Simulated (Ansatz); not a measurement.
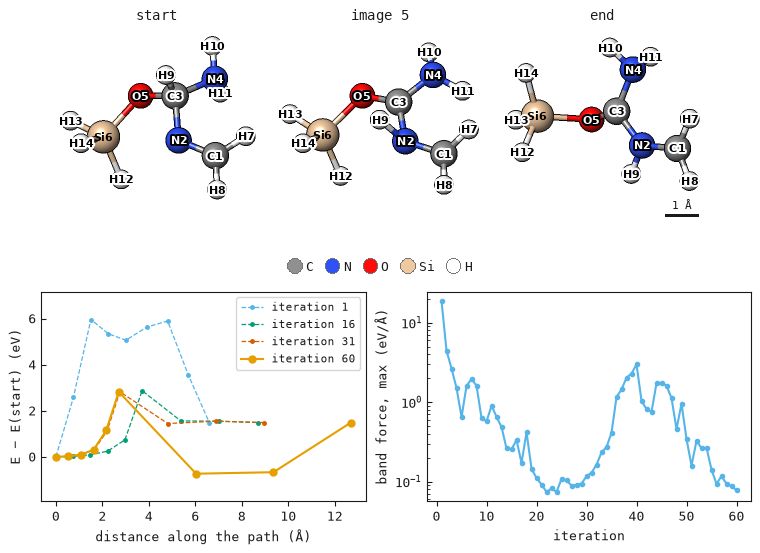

NEB run on C2H8N2OSi. Images are numbered from 0 (start) to 8 (end). The plot follows the band through its iterations. A ball-and-stick model, seen from a free direction.

Theory: RKS PBE0-D4/def2-SVP (Ansatz). Run with 7 movable images; climbing image; force threshold 0.05 eV/Å; iteration limit 60; starting path through a guess of the saddle point.

### Did the band converge, and can the barrier be trusted?

The result isn't final. The band hadn't converged when the run stopped after 60 iterations. The largest component of the band force went from 19 to 0.078 eV/Å. The barrier read from it is provisional, though the highest image hardly moved in the last two iterations. The first iteration put the highest image at 5.96 eV. The highest point, image 5, lies 2.82 eV above the start and 1.34 eV above the end; the end is at +1.48 eV relative to the start. Image 6 lies below both ends, at −0.73 eV, which may mean an intermediate minimum or an end that is no minimum.
